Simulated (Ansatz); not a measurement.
**As₆ (charge +1, doublet): density, localisation and related maps**

Input file:

```
crystal:
  periodic: [false, false, false]
  atoms:
    - {symbol: As, position_ang: [-2.379473, -0.230539, 0.223703]}
    - {symbol: As, position_ang: [1.564445, 0.274013, -1.015905]}
    - {symbol: As, position_ang: [-0.828152, 1.490785, -0.448742]}
    - {symbol: As, position_ang: [1.217310, -1.292744, 0.875793]}
    - {symbol: As, position_ang: [1.010218, 1.183083, 1.224661]}
    - {symbol: As, position_ang: [-0.584337, -1.424598, -0.859500]}
basis:
  gaussian: {orbitals: def2-SVP, initial_orbitals: start.molden}
total_charge: 1
magnetization: {spin_polarized: true, initial_magnetization: 1}
hamiltonian: {xc: pbe0, dispersion: d4}
scf: {omitted_lower_state_checks: [starts]}
output: {orbitals: {seedname: orbitals}}
```

Command:

```sh
ansatz run in.yaml --threads 4 --pin off --events-out ev --progress --plain --max-ram 4787MiB
```

Geometry: PBE-D4/def2-SVP.

These are results of UKS PBE0-D4/def2-SVP in Ansatz 0.2.0, not measurements.

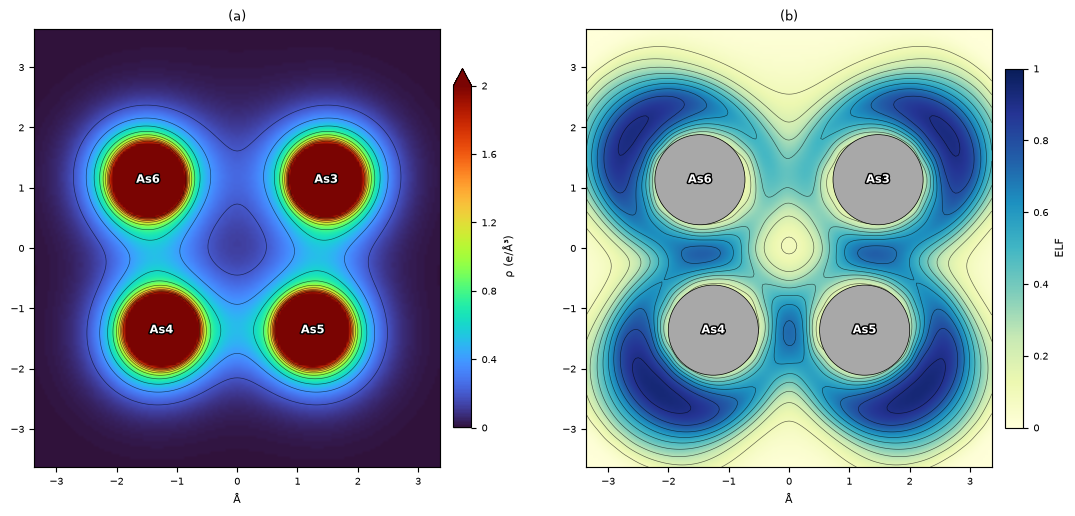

Figure 1. (a) electron density; (b) ELF on the plane of atoms As5, As4 and As6. Grey discs cover the atomic cores in the ELF map.

> Read the bonding off the picture.

- Atoms in the plane: As.
- As–As (2.50 Å): ρ at the midpoint is about 0.52 e/Å³; the ELF peaks at about 0.75 between the atoms.
- The ELF also peaks beside As4, As5, As3 and As6, away from the bonds: non-bonding electrons, paired or unpaired.

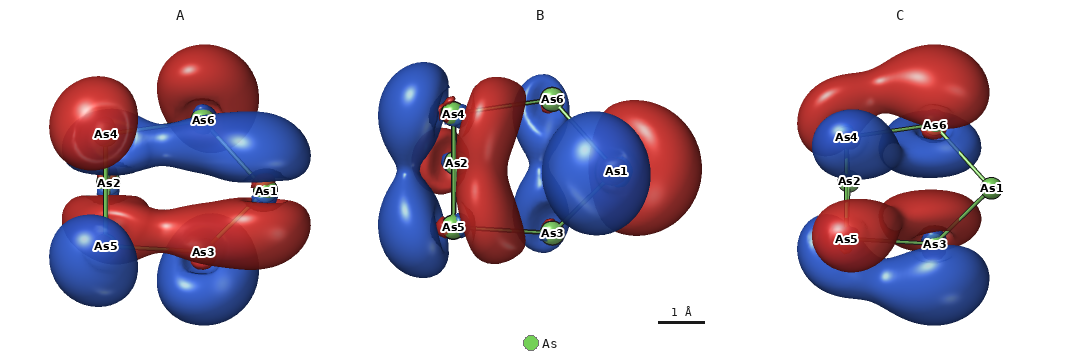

Figure 2. Three frontier orbitals at ±0.08 Å⁻³ᐟ² (red and blue are the two phases), in no order.

> Order the three orbitals by energy and name them. All are α orbitals.

A is the HOMO−1 (α) (−11.61 eV). Its weight (Hirshfeld) is mainly on As3 (about 20 %), As6 (about 20 %), As1 (about 20 %), As2 (about 10 %), As4 (about 10 %) and As5 (about 10 %). B is the HOMO (α) (−10.87 eV). By Hirshfeld shares it lies mainly on As1 (about 55 %), As4 (about 15 %), As5 (about 15 %), As3 (about 5 %) and As6 (about 5 %). C is the LUMO (α) (−7.89 eV). Its weight (Hirshfeld) is mainly on As3 (about 30 %), As6 (about 30 %), As5 (about 15 %) and As4 (about 15 %).

> What is the gap between the highest occupied and lowest empty α orbitals?

2.98 eV between the orbital energies.

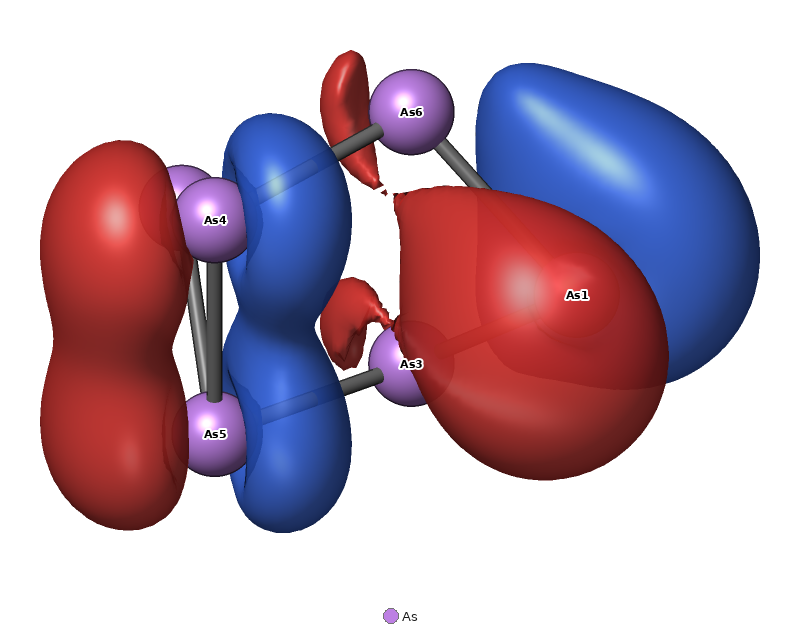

Figure 3. One frontier orbital at ±0.08 Å⁻³ᐟ² (blue and red are the two phases), seen at a tilt.

> Which orbital is it: HOMO (β) or LUMO (β)?

The LUMO (β), at −8.11 eV. By Hirshfeld shares it lies mainly on As1 (about 55 %), As4 (about 15 %), As5 (about 15 %), As3 (about 5 %) and As6 (about 5 %).
